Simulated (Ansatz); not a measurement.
# Two runs on C2H5GeNO

System: C2H5GeNO, SMILES N=[C]1[CH2][GeH]1[OH].
Method of run A: RKS r2SCAN-D4/def2-TZVPP (Ansatz 0.2.0).

The geometry comes from this level: PBE0-D4/def2-TZVP. Text and figures count atoms from 1; the logs count them from 0 in places.

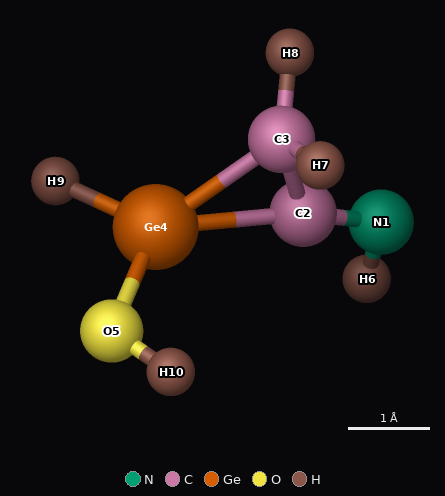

**Figure 1.** The structure as given in the input (ball-and-stick view, seen at a tilt; atoms are numbered from 1 in the order of the input). Sticks mark near contacts.

## The input, run A
```yaml
crystal:
  periodic: [false, false, false]
  atoms:
    - {symbol: N, position_ang: [-0.985775, -0.603276, 1.901101]}
    - {symbol: C, position_ang: [-0.444232, -0.344429, 0.801399]}
    - {symbol: C, position_ang: [0.630895, -1.033772, 0.004881]}
    - {symbol: Ge, position_ang: [-0.240662, 0.435476, -0.969927]}
    - {symbol: O, position_ang: [0.688502, 1.911592, -1.301704]}
    - {symbol: H, position_ang: [-1.729207, 0.060387, 2.119492]}
    - {symbol: H, position_ang: [1.641980, -0.801644, 0.344988]}
    - {symbol: H, position_ang: [0.503135, -2.094656, -0.206800]}
    - {symbol: H, position_ang: [-1.189907, 0.225026, -2.144880]}
    - {symbol: H, position_ang: [1.208370, 2.194193, -0.545451]}
basis:
  gaussian: {orbitals: def2-TZVPP}
hamiltonian: {xc: r2scan, dispersion: d4}
output: {forces: true, orbitals: {seedname: orbitals}}
```

Launched with:
```bash
ansatz run in.yaml --threads 4 --pin off --events-out ev --progress --plain --max-ram 10444MiB
```

Hardware: 4 threads of Arm Neoverse V2, 23 GiB of memory available, shared host.

## Output (run A)
```
Functional definition: r2SCAN
  parameter k0 = 0.174
  parameter k1 = 0.065
  parameter a1 = 4.9479
  exchange = r2scan_x(k0 = k0, k1 = k1, a1 = a1)
  correlation = r2scan_c
1319 factors; their error is unknown
mean field evaluation 1: about -62191.6485 eV, gradient 9.1e1 eV
mean field evaluation 2: about -62136.2544 eV, gradient 1.7e2 eV
mean field evaluation 4: about -62206.5331 eV, gradient 2.7e1 eV
mean field evaluation 8: about -62208.0769 eV, gradient 4.0e-1 eV
mean field evaluation 16: about -62208.0577 eV, gradient 5.3e-4 eV
mean field -62208.05771039 eV, -2286.1039547210 hartree, gradient 2.6e-5 eV, S^2 0.000000; 0 other end points of the search recorded, 0 dependent functions left out
the calculation of the forces begins
reference -62208.05772163 eV, -2286.1039551338 hartree; 32, 32 occupied and 210, 210 virtual orbitals, 1319 factors
Total energy: -62208.10702651 eV, -2286.1057670548 hartree
Atom 0 at    -0.985775    -0.603276     1.901101 Å, force    -0.096112    -0.113007     0.254178 eV/Å
Atom 1 at    -0.444232    -0.344429     0.801399 Å, force     0.088755     0.054744    -0.148077 eV/Å
Atom 2 at     0.630895    -1.033772     0.004881 Å, force     0.062876    -0.083488     0.002894 eV/Å
Atom 3 at    -0.240662     0.435476    -0.969927 Å, force    -0.172916     0.048803    -0.056006 eV/Å
Atom 4 at     0.688502     1.911592    -1.301704 Å, force     0.072735     0.091574    -0.117919 eV/Å
Atom 5 at    -1.729207     0.060387     2.119492 Å, force    -0.031206     0.020759     0.017104 eV/Å
Atom 6 at     1.641980    -0.801644     0.344988 Å, force    -0.002020    -0.004690    -0.008484 eV/Å
Atom 7 at     0.503135    -2.094656    -0.206800 Å, force     0.013150    -0.008606     0.016582 eV/Å
Atom 8 at    -1.189907     0.225026    -2.144880 Å, force     0.049155    -0.005489    -0.006709 eV/Å
Atom 9 at     1.208370     2.194193    -0.545451 Å, force     0.015583    -0.000599     0.046436 eV/Å
Dipole moment:     0.028790     0.118414    -0.062911 e Å
```

The input of run B differs as follows (lines with − go, lines with + come):
```diff
-hamiltonian: {xc: r2scan, dispersion: d4}
+hamiltonian: {xc: pbe, dispersion: d4}
```

What does this change do to the results?

The total energies belong to different models, so their difference says nothing on which is more stable or more accurate. The largest force goes from 0.294 to 0.732 eV/Å. The HOMO goes from −5.43 to −5.20 eV. The LUMO goes from −2.01 to −2.18 eV.

## Output (run B)
```
Functional definition: PBE
  parameter kappa = 0.804
  parameter beta = 0.06672455060314922
  exchange = pbe_x(kappa = kappa, mu = beta*pi^2/3)
  correlation = pbe_c(beta = beta)
1319 factors; their error is unknown
mean field evaluation 1: about -62176.0881 eV, gradient 1.0e2 eV
mean field evaluation 2: about -62080.9379 eV, gradient 2.1e2 eV
mean field evaluation 4: about -62192.3632 eV, gradient 4.2e1 eV
mean field evaluation 8: about -62196.2336 eV, gradient 9.3e-1 eV
mean field evaluation 16: about -62196.2102 eV, gradient 1.2e-3 eV
mean field -62196.21023515 eV, -2285.6685680362 hartree, gradient 1.6e-5 eV, S^2 0.000000; 0 other end points of the search recorded, 0 dependent functions left out
the calculation of the forces begins
reference -62196.21027454 eV, -2285.6685694840 hartree; 32, 32 occupied and 210, 210 virtual orbitals, 1319 factors
Total energy: -62196.41295741 eV, -2285.6760179420 hartree
Atom 0 at    -0.985775    -0.603276     1.901101 Å, force    -0.116470    -0.376796     0.616149 eV/Å
Atom 1 at    -0.444232    -0.344429     0.801399 Å, force     0.227732     0.074705    -0.323308 eV/Å
Atom 2 at     0.630895    -1.033772     0.004881 Å, force     0.055288    -0.135311     0.045779 eV/Å
Atom 3 at    -0.240662     0.435476    -0.969927 Å, force    -0.347787    -0.067465    -0.087218 eV/Å
Atom 4 at     0.688502     1.911592    -1.301704 Å, force     0.104752     0.401755    -0.562814 eV/Å
Atom 5 at    -1.729207     0.060387     2.119492 Å, force    -0.273753     0.213094     0.119794 eV/Å
Atom 6 at     1.641980    -0.801644     0.344988 Å, force     0.210424     0.036270     0.045212 eV/Å
Atom 7 at     0.503135    -2.094656    -0.206800 Å, force    -0.004201    -0.233229    -0.037016 eV/Å
Atom 8 at    -1.189907     0.225026    -2.144880 Å, force    -0.095794    -0.036325    -0.192436 eV/Å
Atom 9 at     1.208370     2.194193    -0.545451 Å, force     0.239809     0.123302     0.375858 eV/Å
Dipole moment:     0.026856     0.122432    -0.056555 e Å
```

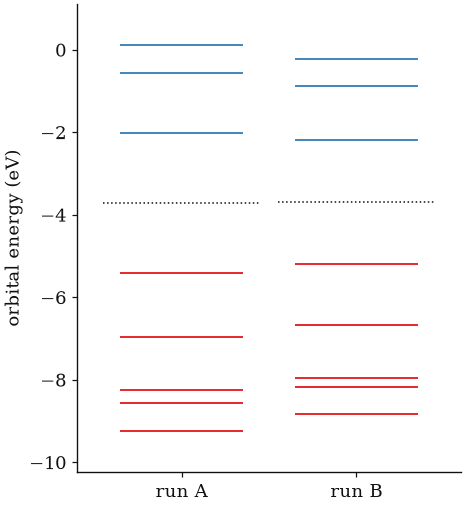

**Figure 2.** The five highest filled and three lowest empty orbital energies of the two runs; the dotted lines part filled from empty levels. The HOMO–LUMO gap is 3.42 eV in run A and 3.02 eV in run B.

## The two runs side by side

| quantity | run A | run B |
| --- | --- | --- |
| outcome | converged | converged |
| total energy (hartree) | −2286.105767 | −2285.676018 |
| HOMO (eV) | −5.43 | −5.20 |
| LUMO (eV) | −2.01 | −2.18 |
| dipole moment (D) | 0.66 | 0.66 |
| largest force (eV/Å) | 0.294 | 0.732 |
| basis functions | 242 | 242 |
| wall time (shared host) | 3.7 s | 2 s |
